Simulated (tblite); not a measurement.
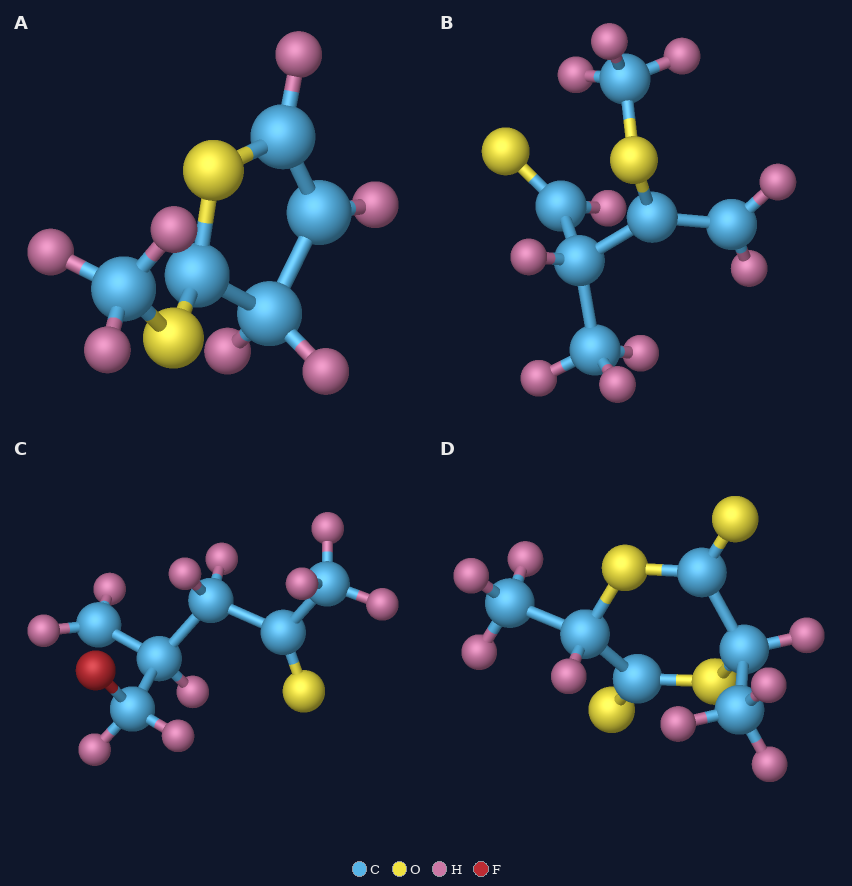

Source: calculation with tblite.

**Match each picture to its SMILES.**
(1) [CH2][C@H](CF)CC(C)=O
(2) CO[C]1CC=CO1
(3) C[C@@H]1OC(=O)[C@@H](C)OC1=O
(4) C=C(OC)[C@H](C)[CH][O-]

A is (2), B is (4), C is (1), D is (3).
